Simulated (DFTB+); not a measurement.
**Frequency calculation, with input and output: C3H3NO (part 3 of 3)**

The same run, continued: C3H3NO, SMILES C=C1OC1=N; DFTB2, R-SCC (DFTB+ 25.1). The geometry was optimised with DFTB2.

Geometry of the input (Å):
```
C  0.2201  1.6136  0.0148
C  0.2769  0.2829  0.0379
O  1.3345  -0.7058  0.2061
C  -0.0016  -1.1243  0.0122
N  -0.5977  -2.2313  -0.0640
H  -0.7349  2.1246  -0.1328
H  1.1223  2.2177  0.1423
H  -1.6207  -2.1770  -0.2166
```

The program's output, continued:
```
Total Energy:                      -11.8417634390 H         -322.2308 eV
Extrapolated to 0K:                -11.8417634390 H         -322.2308 eV
Total Mermin free energy:          -11.8417634390 H         -322.2308 eV
Force related energy:              -11.8417634390 H         -322.2308 eV

--------------------------------------------------------------------------------

***  Geometry step: 30

 iSCC Total electronic   Diff electronic      SCC error
    1   -0.12303894E+02    0.00000000E+00    0.97136768E-04
    2   -0.12303894E+02    0.87201808E-04    0.69663321E-04
    3   -0.12303894E+02   -0.38455283E-09    0.13587181E-04
    4   -0.12303894E+02   -0.19828406E-09    0.23987299E-05
    5   -0.12303894E+02   -0.22975399E-10    0.76862030E-06
    6   -0.12303894E+02   -0.99120712E-12    0.92360378E-07
    7   -0.12303894E+02   -0.33750780E-13    0.12237349E-07
    8   -0.12303894E+02   -0.53290705E-14    0.84904586E-08
    9   -0.12303894E+02    0.00000000E+00    0.22099655E-10

Total Energy:                      -11.8417633361 H         -322.2308 eV
Extrapolated to 0K:                -11.8417633361 H         -322.2308 eV
Total Mermin free energy:          -11.8417633361 H         -322.2308 eV
Force related energy:              -11.8417633361 H         -322.2308 eV

--------------------------------------------------------------------------------

***  Geometry step: 31

 iSCC Total electronic   Diff electronic      SCC error
    1   -0.12304060E+02    0.00000000E+00    0.19507457E-03
    2   -0.12304060E+02   -0.16624953E-03    0.14074768E-03
    3   -0.12304060E+02   -0.70626704E-09    0.81655691E-05
    4   -0.12304060E+02   -0.67618622E-09    0.33313547E-05
    5   -0.12304060E+02   -0.13999468E-10    0.10344914E-05
    6   -0.12304060E+02   -0.50803806E-12    0.11841372E-06
    7   -0.12304060E+02   -0.71054274E-13    0.30800911E-07
    8   -0.12304060E+02   -0.17763568E-14    0.15650018E-07
    9   -0.12304060E+02    0.17763568E-14    0.70703898E-09

Total Energy:                      -11.8417633398 H         -322.2308 eV
Extrapolated to 0K:                -11.8417633398 H         -322.2308 eV
Total Mermin free energy:          -11.8417633398 H         -322.2308 eV
Force related energy:              -11.8417633398 H         -322.2308 eV

--------------------------------------------------------------------------------

***  Geometry step: 32

 iSCC Total electronic   Diff electronic      SCC error
    1   -0.12304021E+02    0.00000000E+00    0.75711977E-04
    2   -0.12304021E+02    0.38703439E-04    0.54222445E-04
    3   -0.12304021E+02   -0.28779112E-09    0.15489384E-04
    4   -0.12304021E+02   -0.16205526E-09    0.27604933E-05
    5   -0.12304021E+02   -0.14468426E-10    0.17625003E-06
    6   -0.12304021E+02   -0.75495166E-12    0.70857534E-07
    7   -0.12304021E+02   -0.71054274E-14    0.60736134E-08
    8   -0.12304021E+02    0.17763568E-14    0.34090565E-08
    9   -0.12304021E+02    0.00000000E+00    0.35384751E-09

Total Energy:                      -11.8417634040 H         -322.2308 eV
Extrapolated to 0K:                -11.8417634040 H         -322.2308 eV
Total Mermin free energy:          -11.8417634040 H         -322.2308 eV
Force related energy:              -11.8417634040 H         -322.2308 eV

--------------------------------------------------------------------------------

***  Geometry step: 33

 iSCC Total electronic   Diff electronic      SCC error
    1   -0.12303933E+02    0.00000000E+00    0.95234476E-04
    2   -0.12303933E+02    0.88928742E-04    0.75680537E-04
    3   -0.12303933E+02   -0.71550588E-09    0.51043429E-04
    4   -0.12303933E+02   -0.24124525E-09    0.74514728E-05
    5   -0.12303933E+02   -0.32647662E-10    0.96448377E-06
    6   -0.12303933E+02   -0.23536728E-11    0.12672979E-06
    7   -0.12303933E+02   -0.46185278E-13    0.31056019E-07
    8   -0.12303933E+02   -0.53290705E-14    0.17077086E-07
    9   -0.12303933E+02    0.35527137E-14    0.55717420E-09

Total Energy:                      -11.8417634237 H         -322.2308 eV
Extrapolated to 0K:                -11.8417634237 H         -322.2308 eV
Total Mermin free energy:          -11.8417634237 H         -322.2308 eV
Force related energy:              -11.8417634237 H         -322.2308 eV

--------------------------------------------------------------------------------

***  Geometry step: 34

 iSCC Total electronic   Diff electronic      SCC error
    1   -0.12303964E+02    0.00000000E+00    0.39323348E-04
    2   -0.12303964E+02   -0.31615900E-04    0.30185744E-04
    3   -0.12303964E+02   -0.16841994E-09    0.23599545E-04
    4   -0.12303964E+02   -0.54907190E-10    0.34088095E-05
    5   -0.12303964E+02   -0.61692873E-11    0.46877047E-06
    6   -0.12303964E+02   -0.60929040E-12    0.70744128E-07
    7   -0.12303964E+02   -0.88817842E-14    0.13142340E-07
    8   -0.12303964E+02   -0.53290705E-14    0.65598116E-08
    9   -0.12303964E+02    0.17763568E-14    0.78465900E-10

Total Energy:                      -11.8417634591 H         -322.2308 eV
Extrapolated to 0K:                -11.8417634591 H         -322.2308 eV
Total Mermin free energy:          -11.8417634591 H         -322.2308 eV
Force related energy:              -11.8417634591 H         -322.2308 eV

--------------------------------------------------------------------------------

***  Geometry step: 35

 iSCC Total electronic   Diff electronic      SCC error
    1   -0.12303990E+02    0.00000000E+00    0.30063769E-04
    2   -0.12303990E+02   -0.25700392E-04    0.21691189E-04
    3   -0.12303990E+02   -0.16166624E-10    0.12872949E-05
    4   -0.12303990E+02   -0.15374368E-10    0.55923746E-06
    5   -0.12303990E+02   -0.35882408E-12    0.16658537E-06
    6   -0.12303990E+02   -0.10658141E-13    0.18366327E-07
    7   -0.12303990E+02   -0.35527137E-14    0.36571319E-08
    8   -0.12303990E+02    0.17763568E-14    0.98957287E-09

Total Energy:                      -11.8417634598 H         -322.2308 eV
Extrapolated to 0K:                -11.8417634598 H         -322.2308 eV
Total Mermin free energy:          -11.8417634598 H         -322.2308 eV
Force related energy:              -11.8417634598 H         -322.2308 eV

--------------------------------------------------------------------------------

***  Geometry step: 36

 iSCC Total electronic   Diff electronic      SCC error
    1   -0.12304055E+02    0.00000000E+00    0.85464891E-04
    2   -0.12304055E+02   -0.65650353E-04    0.61523750E-04
    3   -0.12304055E+02   -0.21454483E-09    0.87977795E-05
    4   -0.12304055E+02   -0.16437340E-09    0.13546308E-05
    5   -0.12304055E+02   -0.10645707E-10    0.33319909E-06
    6   -0.12304055E+02   -0.12612134E-12    0.34038268E-07
    7   -0.12304055E+02   -0.71054274E-14    0.12035945E-07
    8   -0.12304055E+02    0.00000000E+00    0.65981389E-08
    9   -0.12304055E+02   -0.35527137E-14    0.40428971E-09

Total Energy:                      -11.8417633474 H         -322.2308 eV
Extrapolated to 0K:                -11.8417633474 H         -322.2308 eV
Total Mermin free energy:          -11.8417633474 H         -322.2308 eV
Force related energy:              -11.8417633474 H         -322.2308 eV

--------------------------------------------------------------------------------

***  Geometry step: 37

 iSCC Total electronic   Diff electronic      SCC error
    1   -0.12303899E+02    0.00000000E+00    0.15923227E-03
    2   -0.12303899E+02    0.15693659E-03    0.11483694E-03
    3   -0.12303899E+02   -0.69227468E-09    0.16440189E-04
    4   -0.12303899E+02   -0.50108362E-09    0.25877148E-05
    5   -0.12303899E+02   -0.37884362E-10    0.76981120E-06
    6   -0.12303899E+02   -0.58086869E-12    0.75453962E-07
    7   -0.12303899E+02   -0.24868996E-13    0.28219883E-07
    8   -0.12303899E+02    0.00000000E+00    0.11813877E-07
    9   -0.12303899E+02   -0.17763568E-14    0.10790312E-08
   10   -0.12303899E+02    0.17763568E-14    0.46629367E-13

Total Energy:                      -11.8417633527 H         -322.2308 eV
Extrapolated to 0K:                -11.8417633527 H         -322.2308 eV
Total Mermin free energy:          -11.8417633527 H         -322.2308 eV
Force related energy:              -11.8417633527 H         -322.2308 eV

--------------------------------------------------------------------------------

***  Geometry step: 38

 iSCC Total electronic   Diff electronic      SCC error
    1   -0.12304030E+02    0.00000000E+00    0.14281083E-03
    2   -0.12304030E+02   -0.13098689E-03    0.10341858E-03
    3   -0.12304030E+02   -0.31785774E-09    0.16049885E-04
    4   -0.12304030E+02   -0.28346037E-09    0.14728376E-05
    5   -0.12304030E+02   -0.13960388E-10    0.59763097E-06
    6   -0.12304030E+02   -0.11368684E-12    0.82213243E-07
    7   -0.12304030E+02   -0.23092639E-13    0.13186362E-07
    8   -0.12304030E+02    0.17763568E-14    0.79215291E-08
    9   -0.12304030E+02    0.17763568E-14    0.41810022E-09

Total Energy:                      -11.8417634091 H         -322.2308 eV
Extrapolated to 0K:                -11.8417634091 H         -322.2308 eV
Total Mermin free energy:          -11.8417634091 H         -322.2308 eV
Force related energy:              -11.8417634091 H         -322.2308 eV

--------------------------------------------------------------------------------

***  Geometry step: 39

 iSCC Total electronic   Diff electronic      SCC error
    1   -0.12303924E+02    0.00000000E+00    0.12649592E-03
    2   -0.12303924E+02    0.10509808E-03    0.92036710E-04
    3   -0.12303924E+02   -0.74113515E-09    0.54492421E-04
    4   -0.12303924E+02   -0.34588155E-09    0.64174270E-05
    5   -0.12303924E+02   -0.36603609E-10    0.69747213E-06
    6   -0.12303924E+02   -0.42756909E-11    0.23670657E-06
    7   -0.12303924E+02   -0.46185278E-13    0.26858347E-07
    8   -0.12303924E+02   -0.10658141E-13    0.16281932E-07
    9   -0.12303924E+02    0.35527137E-14    0.75805984E-09

Total Energy:                      -11.8417633955 H         -322.2308 eV
Extrapolated to 0K:                -11.8417633955 H         -322.2308 eV
Total Mermin free energy:          -11.8417633955 H         -322.2308 eV
Force related energy:              -11.8417633955 H         -322.2308 eV

--------------------------------------------------------------------------------

***  Geometry step: 40

 iSCC Total electronic   Diff electronic      SCC error
    1   -0.12303988E+02    0.00000000E+00    0.74333523E-04
    2   -0.12303988E+02   -0.63634263E-04    0.54014655E-04
    3   -0.12303988E+02   -0.17877255E-09    0.24921332E-04
    4   -0.12303988E+02   -0.94260599E-10    0.30683146E-05
    5   -0.12303988E+02   -0.11869616E-10    0.35530812E-06
    6   -0.12303988E+02   -0.97877262E-12    0.11833362E-06
    7   -0.12303988E+02   -0.12434498E-13    0.11600899E-07
    8   -0.12303988E+02    0.00000000E+00    0.68562486E-08
    9   -0.12303988E+02    0.00000000E+00    0.48927828E-09

Total Energy:                      -11.8417634622 H         -322.2308 eV
Extrapolated to 0K:                -11.8417634622 H         -322.2308 eV
Total Mermin free energy:          -11.8417634622 H         -322.2308 eV
Force related energy:              -11.8417634622 H         -322.2308 eV

--------------------------------------------------------------------------------

***  Geometry step: 41

 iSCC Total electronic   Diff electronic      SCC error
    1   -0.12303966E+02    0.00000000E+00    0.22269860E-04
    2   -0.12303966E+02    0.22181555E-04    0.16053733E-04
    3   -0.12303966E+02   -0.15633717E-10    0.27056565E-05
    4   -0.12303966E+02   -0.10594192E-10    0.40710363E-06
    5   -0.12303966E+02   -0.91482377E-12    0.10205395E-06
    6   -0.12303966E+02   -0.12434498E-13    0.10510115E-07
    7   -0.12303966E+02   -0.17763568E-14    0.22317752E-08
    8   -0.12303966E+02    0.17763568E-14    0.81459328E-09

Total Energy:                      -11.8417634585 H         -322.2308 eV
Extrapolated to 0K:                -11.8417634585 H         -322.2308 eV
Total Mermin free energy:          -11.8417634585 H         -322.2308 eV
Force related energy:              -11.8417634585 H         -322.2308 eV

--------------------------------------------------------------------------------

***  Geometry step: 42

 iSCC Total electronic   Diff electronic      SCC error
    1   -0.12303833E+02    0.00000000E+00    0.96344540E-04
    2   -0.12303833E+02    0.13243819E-03    0.70577753E-04
    3   -0.12303833E+02   -0.19976909E-09    0.95448349E-05
    4   -0.12303833E+02   -0.12682655E-09    0.16978942E-05
    5   -0.12303833E+02   -0.16450841E-10    0.68391172E-06
    6   -0.12303833E+02   -0.66968653E-12    0.30560447E-07
    7   -0.12303833E+02   -0.24868996E-13    0.11091060E-07
    8   -0.12303833E+02   -0.17763568E-14    0.22962052E-08
    9   -0.12303833E+02    0.00000000E+00    0.38565040E-09

Total Energy:                      -11.8417632566 H         -322.2308 eV
Extrapolated to 0K:                -11.8417632566 H         -322.2308 eV
Total Mermin free energy:          -11.8417632566 H         -322.2308 eV
Force related energy:              -11.8417632566 H         -322.2308 eV

--------------------------------------------------------------------------------

***  Geometry step: 43

 iSCC Total electronic   Diff electronic      SCC error
    1   -0.12304121E+02    0.00000000E+00    0.19231136E-03
    2   -0.12304121E+02   -0.28719621E-03    0.14103016E-03
    3   -0.12304121E+02   -0.70221873E-09    0.18357610E-04
    4   -0.12304121E+02   -0.48111914E-09    0.30149139E-05
    5   -0.12304121E+02   -0.57145400E-10    0.12019700E-05
    6   -0.12304121E+02   -0.22541968E-11    0.64859910E-07
    7   -0.12304121E+02   -0.10125234E-12    0.32063617E-07
    8   -0.12304121E+02    0.00000000E+00    0.28961703E-08
    9   -0.12304121E+02   -0.17763568E-14    0.48933813E-09

Total Energy:                      -11.8417632597 H         -322.2308 eV
Extrapolated to 0K:                -11.8417632597 H         -322.2308 eV
Total Mermin free energy:          -11.8417632597 H         -322.2308 eV
Force related energy:              -11.8417632597 H         -322.2308 eV

--------------------------------------------------------------------------------

***  Geometry step: 44

 iSCC Total electronic   Diff electronic      SCC error
    1   -0.12303985E+02    0.00000000E+00    0.60473180E-04
    2   -0.12303985E+02    0.13607861E-03    0.44031217E-04
    3   -0.12303985E+02   -0.16031265E-09    0.10976980E-04
    4   -0.12303985E+02   -0.76818552E-10    0.19914322E-05
    5   -0.12303985E+02   -0.91286978E-11    0.88176233E-06
    6   -0.12303985E+02   -0.53645977E-12    0.57748556E-07
    7   -0.12303985E+02   -0.14210855E-13    0.14079274E-07
    8   -0.12303985E+02   -0.17763568E-14    0.56200455E-08
    9   -0.12303985E+02    0.00000000E+00    0.28875258E-09

Total Energy:                      -11.8417634490 H         -322.2308 eV
Extrapolated to 0K:                -11.8417634490 H         -322.2308 eV
Total Mermin free energy:          -11.8417634490 H         -322.2308 eV
Force related energy:              -11.8417634490 H         -322.2308 eV

--------------------------------------------------------------------------------

***  Geometry step: 45

 iSCC Total electronic   Diff electronic      SCC error
    1   -0.12303969E+02    0.00000000E+00    0.99004763E-04
    2   -0.12303969E+02    0.15237088E-04    0.67489807E-04
    3   -0.12303969E+02   -0.13903900E-09    0.99761665E-05
    4   -0.12303969E+02   -0.10481571E-09    0.23360342E-05
    5   -0.12303969E+02   -0.60413896E-11    0.55078469E-06
    6   -0.12303969E+02   -0.55067062E-12    0.68503419E-07
    7   -0.12303969E+02   -0.14210855E-13    0.19780045E-07
    8   -0.12303969E+02    0.00000000E+00    0.51120190E-08
    9   -0.12303969E+02   -0.17763568E-14    0.31848191E-09

Total Energy:                      -11.8417634483 H         -322.2308 eV
Extrapolated to 0K:                -11.8417634483 H         -322.2308 eV
Total Mermin free energy:          -11.8417634483 H         -322.2308 eV
Force related energy:              -11.8417634483 H         -322.2308 eV

--------------------------------------------------------------------------------

***  Geometry step: 46

 iSCC Total electronic   Diff electronic      SCC error
    1   -0.12303956E+02    0.00000000E+00    0.39329719E-04
    2   -0.12303956E+02    0.13797407E-04    0.25605519E-04
    3   -0.12303956E+02   -0.30498271E-10    0.43509454E-05
    4   -0.12303956E+02   -0.17488233E-10    0.10926658E-05
    5   -0.12303956E+02   -0.13216095E-11    0.21072400E-06
    6   -0.12303956E+02   -0.11723955E-12    0.27083877E-07
    7   -0.12303956E+02   -0.53290705E-14    0.43321008E-08
    8   -0.12303956E+02   -0.17763568E-14    0.18175729E-08
    9   -0.12303956E+02    0.17763568E-14    0.86517460E-10

Total Energy:                      -11.8417634546 H         -322.2308 eV
Extrapolated to 0K:                -11.8417634546 H         -322.2308 eV
Total Mermin free energy:          -11.8417634546 H         -322.2308 eV
Force related energy:              -11.8417634546 H         -322.2308 eV

--------------------------------------------------------------------------------

***  Geometry step: 47

 iSCC Total electronic   Diff electronic      SCC error
    1   -0.12303998E+02    0.00000000E+00    0.29391815E-04
    2   -0.12303998E+02   -0.42854975E-04    0.21558552E-04
    3   -0.12303998E+02   -0.15891288E-10    0.26533803E-05
    4   -0.12303998E+02   -0.11173285E-10    0.46174823E-06
    5   -0.12303998E+02   -0.12665424E-11    0.18698265E-06
    6   -0.12303998E+02   -0.51514348E-13    0.79479635E-08
    7   -0.12303998E+02    0.00000000E+00    0.13274537E-08
    8   -0.12303998E+02    0.00000000E+00    0.57399552E-09

Total Energy:                      -11.8417634549 H         -322.2308 eV
Extrapolated to 0K:                -11.8417634549 H         -322.2308 eV
Total Mermin free energy:          -11.8417634549 H         -322.2308 eV
Force related energy:              -11.8417634549 H         -322.2308 eV

Second derivatives completed
Hessian matrix written to hessian.out
Born charges matrix written to born.out

--------------------------------------------------------------------------------
--------------------------------------------------------------------------------
SCC                                    +       0.24 ( 93.1%)       0.39 ( 95.8%)
Post-SCC processing                    +       0.01 (  4.6%)       0.01 (  2.5%)
--------------------------------------------------------------------------------
Missing                                +       0.01 (  2.3%)       0.01 (  1.7%)
Total                                  =       0.26 (100.0%)       0.40 (100.0%)
--------------------------------------------------------------------------------
```

File modes.log:
```
|  DFTB+ (MODES 0.03)

Interpreting input file 'modes_in.hsd'
--------------------------------------------------------------------------------
--------------------------------------------------------------------------------

Starting main program

 Vibrational modes
      freq.
Mode  cm-1
    1   -0.00
    2   -0.00
    3   -0.00
    4   -0.00
    5    0.00
    6    0.00
    7  227.80
    8  249.04
    9  426.34
   10  454.49
   11  649.14
   12  698.04
   13  719.82
   14  832.18
   15  870.47
   16  957.43
   17 1099.88
   18 1233.97
   19 1362.78
   20 1816.72
   21 2193.64
   22 3024.88
   23 3150.43
   24 3487.14
```

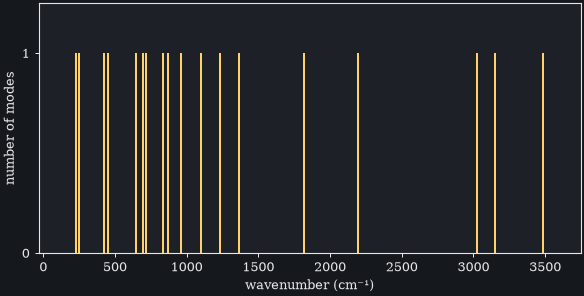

Harmonic vibrational wavenumbers from the force constants; neighbouring modes closer than 15 cm⁻¹ are counted in one stick. 18 modes from 228 to 3487 cm⁻¹, none imaginary.

Summary:

| quantity | value |
| --- | --- |
| outcome | converged |
| total energy | −11.841763 hartree |
| zero-point energy | 0.053433 hartree |
| wavenumbers, lowest and highest | 228 and 3487 cm⁻¹ |
| peak memory | 0.072 GiB |
